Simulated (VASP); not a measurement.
Band structure of InP (space group P6_3mc). Method: PBEsol GGA with spin-orbit coupling, VASP's PBE PAW potentials (set 64) (plane waves; VASP).

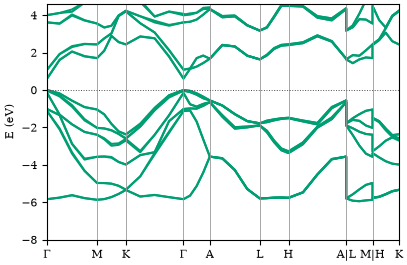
*Bands along high-symmetry lines, zero at the valence-band maximum or, without a gap, the Fermi level*

### Question
Read the plot: is there a gap, and where are the band edges?

### Answer
The gap is direct, 0.61 eV, from the valence maximum at Γ to the conduction minimum at Γ.

The structure comes from a computed database's InP entry (P6_3mc); how it stands against other phases isn't given here. It was relaxed first.
